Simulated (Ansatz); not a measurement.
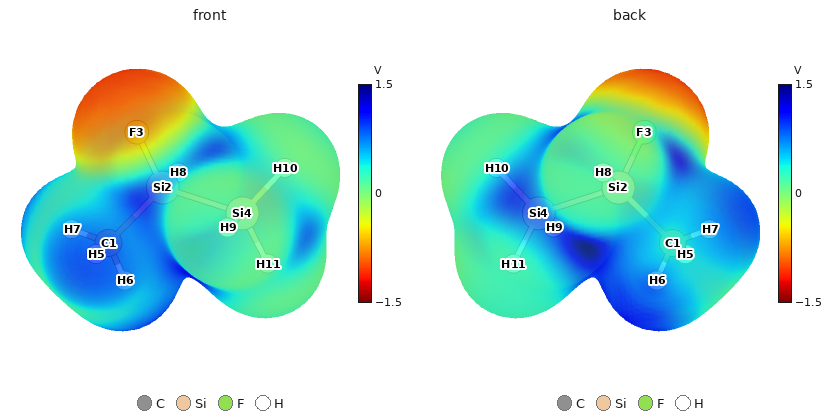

The picture shows: CH7FSi2 (SMILES C[SiH](F)[SiH3]). The electrostatic potential painted on the density surface at 0.002 e/bohr³, seen from the front and from behind; the colour scale runs from red (negative) to blue (positive).

Geometry: PBE0-D4/def2-TZVP.

Theory: RKS PBE0-D4/def2-TZVPP in Ansatz 0.2.0.

```yaml
atoms:
  - { symbol: C, position_ang: [-0.8321, 1.4487, -0.4347] }
  - { symbol: Si, position_ang: [0.6337, 0.3045, -0.4631] }
  - { symbol: F, position_ang: [1.9024, 1.0756, 0.1613] }
  - { symbol: Si, position_ang: [0.2686, -1.6504, 0.7813] }
  - { symbol: H, position_ang: [-1.0979, 1.7287, 0.5870] }
  - { symbol: H, position_ang: [-1.6980, 0.9600, -0.8902] }
  - { symbol: H, position_ang: [-0.6203, 2.3603, -0.9987] }
  - { symbol: H, position_ang: [0.9882, -0.0379, -1.8684] }
  - { symbol: H, position_ang: [-0.0629, -1.3200, 2.1943] }
  - { symbol: H, position_ang: [1.4642, -2.5345, 0.7611] }
  - { symbol: H, position_ang: [-0.8806, -2.3921, 0.1908] }
```

Where is the surface potential most negative and most positive?

Answer. The most negative region (about −1.0 V) lies over F3, the most positive (about +1.4 V) over Si2.
